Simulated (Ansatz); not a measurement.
## TiO2, response to strain

Consider TiO$_{2}$ in the rutile structure (space group P4_2/mnm, No. 136; a = 4.597 Å, c = 2.954 Å).

Strains are applied to the cell and any free atomic positions relax.

All numbers come from Kohn–Sham DFT with the r2SCAN functional, run in Ansatz (a quantum-chemistry and plane-wave program) with PAW and 500 eV plane waves, no spin-orbit coupling, earlier PAW set.

Notes on the quantities. pressure: mean of the normal stresses, compression positive.

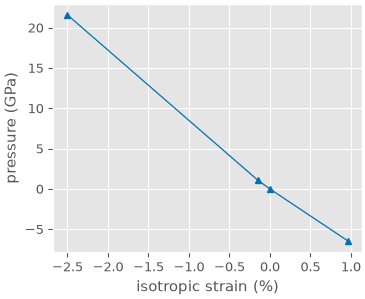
Pressure against isotropic strain

Q: From the plot, what is the pressure for isotropic strain −0.15 %?

A: About 1 GPa.

Q: Is the trend monotonic over the range shown?

A: Yes, it falls throughout, spanning -6.43 GPa to 21.58 GPa.

Stability against distortions was not tested. All final runs are without spin polarisation.
